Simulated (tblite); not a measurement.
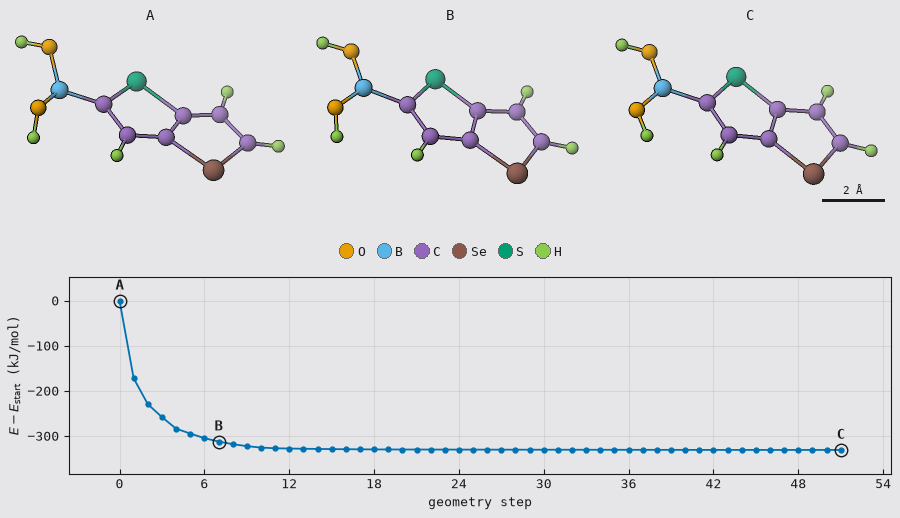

Frames of a relaxation of C₆H₅BO₂SSe, marked on the history of the run. A ball-and-stick model, seen from a free direction.

Level of theory: tblite, GFN2-xTB geometry optimisation, gas phase. 

Question: Describe the path.

Answer: The atom that moves furthest after the best rigid fit is an H atom (0.46 Å). Largest moves by element: H 0.46 Å, O 0.38 Å, C 0.28 Å, S 0.15 Å, Se 0.13 Å, B 0.12 Å. Among the contacts that change: C–Se 2.325 → 2.701 Å, C–S 1.899 → 1.725 Å, B–O 1.488 → 1.362 Å, B–O 1.461 → 1.348 Å. Bond angles that change, for instance: C–C–C 137.0° → 115.8°, Se–C–C 92.3° → 111.0°, C–C–C 130.7° → 113.3°. Over 51 geometry steps the energy falls by 330.9 kJ/mol. The run took 0.32 s on 2 threads of AMD EPYC 9R45 96-Core Processor, on a shared host. From step 0 to 7: O and H atoms move most (0.27 Å), energy −312.2 kJ/mol. From step 7 to 51: an H atom moves most (0.33 Å), energy −18.7 kJ/mol.

```json
{"step": "0", "E − E(0), kJ/mol": "0.00"}
{"step": "1", "E − E(0), kJ/mol": "-172.07"}
{"step": "2", "E − E(0), kJ/mol": "-229.45"}
{"step": "3", "E − E(0), kJ/mol": "-258.11"}
{"step": "4", "E − E(0), kJ/mol": "-283.79"}
{"step": "5", "E − E(0), kJ/mol": "-294.53"}
{"step": "6", "E − E(0), kJ/mol": "-304.83"}
{"step": "7", "E − E(0), kJ/mol": "-312.24"}
{"step": "8", "E − E(0), kJ/mol": "-318.11"}
{"step": "9", "E − E(0), kJ/mol": "-322.45"}
{"step": "10", "E − E(0), kJ/mol": "-325.67"}
{"step": "12", "E − E(0), kJ/mol": "-327.80"}
{"step": "14", "E − E(0), kJ/mol": "-328.69"}
{"step": "16", "E − E(0), kJ/mol": "-329.31"}
{"step": "19", "E − E(0), kJ/mol": "-329.88"}
{"step": "21", "E − E(0), kJ/mol": "-329.99"}
{"step": "23", "E − E(0), kJ/mol": "-330.10"}
{"step": "25", "E − E(0), kJ/mol": "-330.21"}
{"step": "27", "E − E(0), kJ/mol": "-330.29"}
{"step": "29", "E − E(0), kJ/mol": "-330.37"}
{"step": "32", "E − E(0), kJ/mol": "-330.50"}
{"step": "34", "E − E(0), kJ/mol": "-330.56"}
{"step": "36", "E − E(0), kJ/mol": "-330.62"}
{"step": "38", "E − E(0), kJ/mol": "-330.71"}
{"step": "40", "E − E(0), kJ/mol": "-330.79"}
{"step": "42", "E − E(0), kJ/mol": "-330.84"}
{"step": "45", "E − E(0), kJ/mol": "-330.89"}
{"step": "47", "E − E(0), kJ/mol": "-330.90"}
{"step": "49", "E − E(0), kJ/mol": "-330.91"}
{"step": "51", "E − E(0), kJ/mol": "-330.91"}
```
